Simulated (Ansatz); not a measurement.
**C₂H₆Cl₂Zr: density, localisation and related maps**

Input

```
crystal:
  periodic: [false, false, false]
  atoms:
    - { symbol: Zr, position_ang: [-1.0772, 0.8069, 0.691] }
    - { symbol: C, position_ang: [1.2866, -0.4954, 0.181] }
    - { symbol: C, position_ang: [-1.0694, -0.0728, -1.2152] }
    - { symbol: H, position_ang: [0.192, -0.3893, -0.6895] }
    - { symbol: Cl, position_ang: [-0.0647, 2.8437, 1.0283] }
    - { symbol: Cl, position_ang: [-1.6222, -0.4666, 2.525] }
    - { symbol: H, position_ang: [1.7693, 0.4723, 0.3897] }
    - { symbol: H, position_ang: [1.0528, -1.0474, 1.1052] }
    - { symbol: H, position_ang: [1.9482, -1.096, -0.4325] }
    - { symbol: H, position_ang: [-1.5463, -1.0376, -1.4399] }
    - { symbol: H, position_ang: [-0.8691, 0.4821, -2.1433] }
basis:
  gaussian: { orbitals: def2-SVP }
hamiltonian:
  xc: lda
relax:
  f_tol: 0.15
  max_steps: 25
  restrain:
    - { distance: [3, 1], at: 2.37, k: 30.0 }
    - { distance: [0, 1], at: 2.51, k: 30.0 }
    - { distance: [3, 2], at: 1.07, k: 30.0 }
output:
  orbitals: {}
```

Launched as:

```sh
ansatz run input.yaml --threads 4 --pin off --max-ram 5120MiB --backend cpu --events-out ev --progress --plain --runs-dir out
```

The fields are those of the run's last geometry, not of the input's.

Core potentials replace the inner electrons of Zr; not at a stationary point (largest force 2.0 eV/Å).

All numbers below come from RKS LDA/def2-SVP in Ansatz 0.2.0.

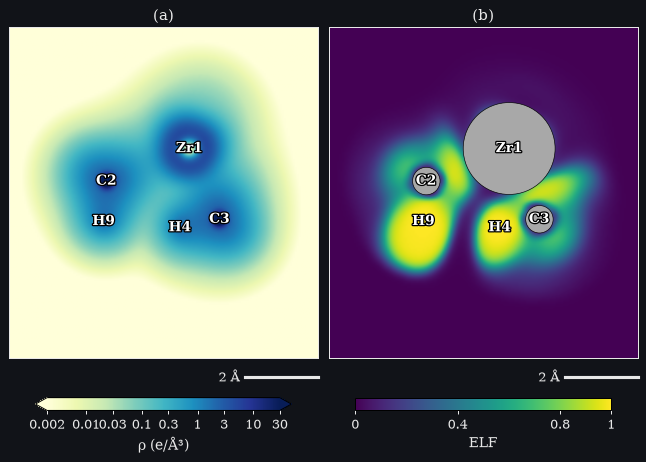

Figure 1. (a) electron density; (b) ELF on the plane of atoms C2, Zr1 and C3. Grey discs cover the atomic cores in the ELF map.

Describe what can be read from this map.

Answer. Atoms in the plane: Zr, C and H.
C–Zr (2.11 Å): ρ at the midpoint is about 0.83 e/Å³; the ELF peaks at about 0.90 in the valence shell of C, 0.7 Å from its nucleus, and is about 0.45 at the midpoint.
C–H (1.11 Å): the density is about 1.8 e/Å³ at the midpoint; the ELF climbs to about 1 towards the hydrogen, as it does in any bond to H: a covalent bond by its length.
C–Zr (2.44 Å): the density is about 0.49 e/Å³ at the midpoint; the ELF peaks at about 0.95 in the valence shell of C, 0.8 Å from its nucleus, and is about 0.55 at the midpoint.
Zr–H (2.19 Å): ρ is about 0.43 e/Å³ halfway; the ELF climbs to about 1 towards the hydrogen.

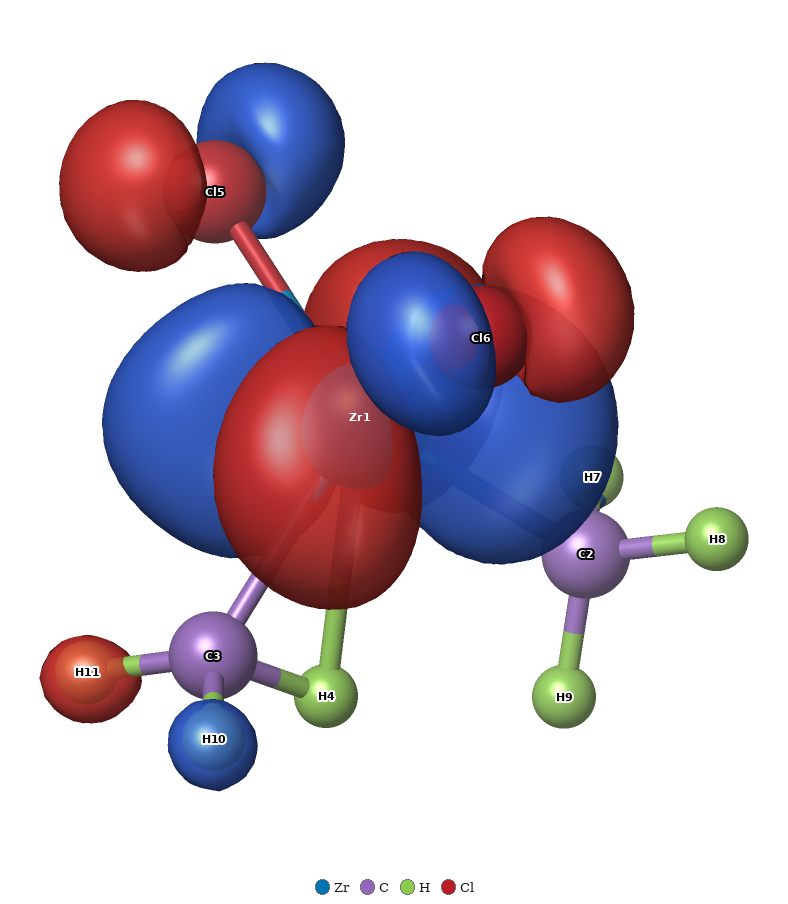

Figure 2. One frontier orbital at ±0.1 Å⁻³ᐟ² (blue and red are the two phases), seen at a tilt.

Which orbital is it: HOMO or LUMO?

Answer. The LUMO, at −2.80 eV. It lies mainly on Zr1 (about 70 %), Cl5 (about 10 %) and Cl6 (about 10 %).

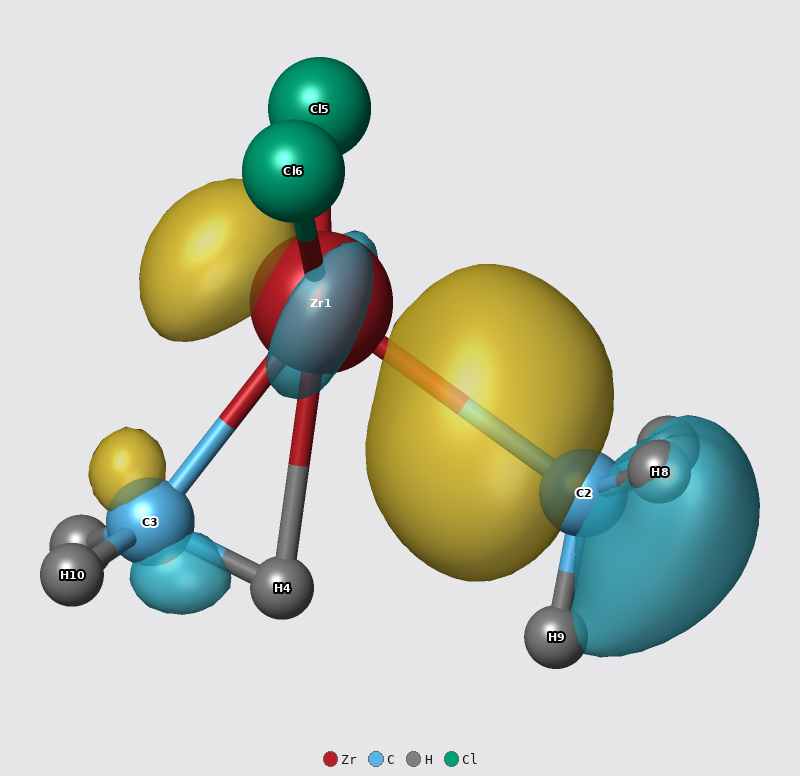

Figure 3. The HOMO at ±0.15 Å⁻³ᐟ² (yellow and cyan are the two phases), seen across its widest extent.

What is the character of this orbital?

Answer. Its weight (Hirshfeld) is mainly on C2 (about 50 %) and Zr1 (about 30 %). Its energy is −6.35 eV.
